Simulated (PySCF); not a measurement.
```yaml
atoms:
  - { symbol: C, position_ang: [-1.9425, -0.8624, 0.2386] }
  - { symbol: C, position_ang: [-1.2917, 0.2685, -0.0300] }
  - { symbol: C, position_ang: [-2.0169, 1.4681, -0.2959] }
  - { symbol: N, position_ang: [-2.6153, 2.4206, -0.5070] }
  - { symbol: O, position_ang: [0.0699, 0.4899, -0.0891] }
  - { symbol: C, position_ang: [1.0007, -0.4826, 0.0184] }
  - { symbol: C, position_ang: [2.3694, 0.1330, -0.0604] }
  - { symbol: O, position_ang: [0.7658, -1.6485, 0.1612] }
  - { symbol: H, position_ang: [-3.0183, -0.8600, 0.2492] }
  - { symbol: H, position_ang: [-1.4341, -1.7866, 0.4422] }
  - { symbol: H, position_ang: [2.5986, 0.6008, 0.8956] }
  - { symbol: H, position_ang: [3.1041, -0.6396, -0.2650] }
  - { symbol: H, position_ang: [2.3928, 0.9007, -0.8287] }
```

Geometry: GFN2-xTB.

Computed with PySCF, KT3/pcSseg-1, SCF density, gas phase, non-relativistic.

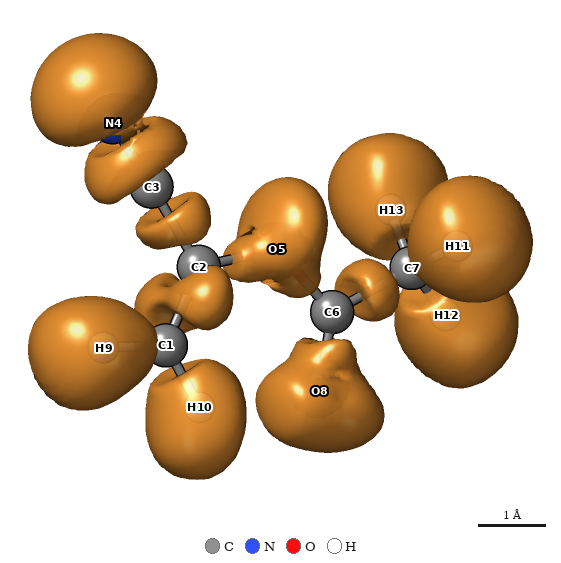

C5H5NO2 (SMILES C=C(C#N)OC(C)=O). Isosurface of the electron localisation function at 0.75 (orange), seen at a tilt. Core shells and regions of very low density are left out.

Identify the bonds, lone pairs and shells in this picture.

Answer. At this value the surface marks out three regions between bonded C–C atoms (shared pairs), five regions around hydrogen nuclei, one region on N in which the atom's valence shell and bonds are merged and two regions on O in which the atom's valence shell and bonds are merged.

Values along the shortest contacts:
C–N (1.14 Å): the ELF peaks at about 0.85 between the atoms: a multiple bond. C–O (1.20 Å): the ELF peaks at about 0.85 between the atoms: a short, multiple covalent bond.
